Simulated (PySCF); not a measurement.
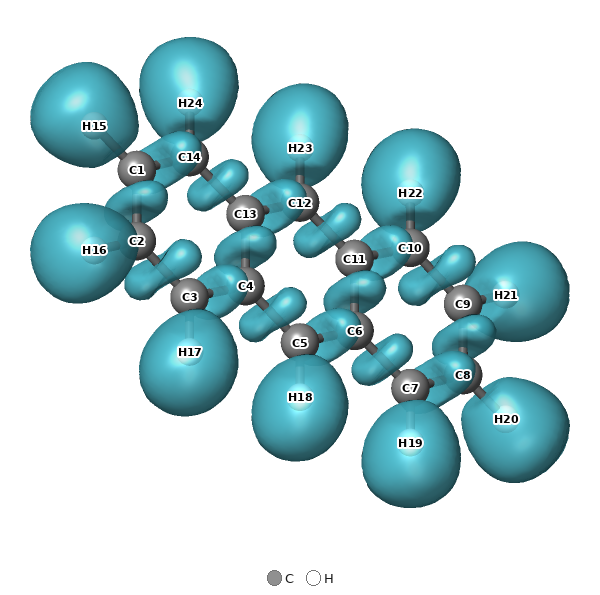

C$_{14}$H$_{10}$ (anthracene). Isosurface of the ELF at 0.8 (cyan), seen at an oblique angle. Core shells and regions of very low density are left out.

Geometry: PBE0-D3(BJ)/def2-SVP.

Theory: PySCF 2.14.0, PBE0/pcSseg-1, SCF density, gas phase, non-relativistic.

```json
{"atom": "C", "x (Å)": "3.7614", "y (Å)": "0.1629", "z (Å)": "-0.5523"}
{"atom": "C", "x (Å)": "3.6465", "y (Å)": "-1.0504", "z (Å)": "0.1835"}
{"atom": "C", "x (Å)": "2.4155", "y (Å)": "-1.5320", "z (Å)": "0.5376"}
{"atom": "C", "x (Å)": "1.2229", "y (Å)": "-0.8332", "z (Å)": "0.1798"}
{"atom": "C", "x (Å)": "-0.0486", "y (Å)": "-1.2996", "z (Å)": "0.5286"}
{"atom": "C", "x (Å)": "-1.2097", "y (Å)": "-0.6059", "z (Å)": "0.1726"}
{"atom": "C", "x (Å)": "-2.5127", "y (Å)": "-1.0730", "z (Å)": "0.5222"}
{"atom": "C", "x (Å)": "-3.6315", "y (Å)": "-0.3725", "z (Å)": "0.1606"}
{"atom": "C", "x (Å)": "-3.5158", "y (Å)": "0.8410", "z (Å)": "-0.5748"}
{"atom": "C", "x (Å)": "-2.2848", "y (Å)": "1.3221", "z (Å)": "-0.9296"}
{"atom": "C", "x (Å)": "-1.0929", "y (Å)": "0.6222", "z (Å)": "-0.5722"}
{"atom": "C", "x (Å)": "0.1784", "y (Å)": "1.0893", "z (Å)": "-0.9212"}
{"atom": "C", "x (Å)": "1.3393", "y (Å)": "0.3947", "z (Å)": "-0.5651"}
{"atom": "C", "x (Å)": "2.6420", "y (Å)": "0.8616", "z (Å)": "-0.9154"}
{"atom": "H", "x (Å)": "4.7520", "y (Å)": "0.5337", "z (Å)": "-0.8263"}
{"atom": "H", "x (Å)": "4.5503", "y (Å)": "-1.5955", "z (Å)": "0.4655"}
{"atom": "H", "x (Å)": "2.3246", "y (Å)": "-2.4630", "z (Å)": "1.1034"}
{"atom": "H", "x (Å)": "-0.1373", "y (Å)": "-2.2314", "z (Å)": "1.0944"}
{"atom": "H", "x (Å)": "-2.5988", "y (Å)": "-2.0050", "z (Å)": "1.0868"}
{"atom": "H", "x (Å)": "-4.6221", "y (Å)": "-0.7428", "z (Å)": "0.4345"}
{"atom": "H", "x (Å)": "-4.4194", "y (Å)": "1.3872", "z (Å)": "-0.8555"}
{"atom": "H", "x (Å)": "-2.1936", "y (Å)": "2.2532", "z (Å)": "-1.4951"}
{"atom": "H", "x (Å)": "0.2674", "y (Å)": "2.0213", "z (Å)": "-1.4865"}
{"atom": "H", "x (Å)": "2.7275", "y (Å)": "1.7934", "z (Å)": "-1.4806"}
```

Question: What do the ELF domains correspond to?

Answer: At this value the surface marks out 16 regions between bonded C–C atoms (shared pairs) and ten regions around hydrogen nuclei.

Values along the shortest contacts:
C–C (1.37 Å): the ELF peaks at about 0.95 between the atoms (a covalent bond). C–H (1.09 Å): the ELF climbs to about 1 towards the hydrogen, as it does in any bond to H; an ordinary covalent bond to hydrogen.
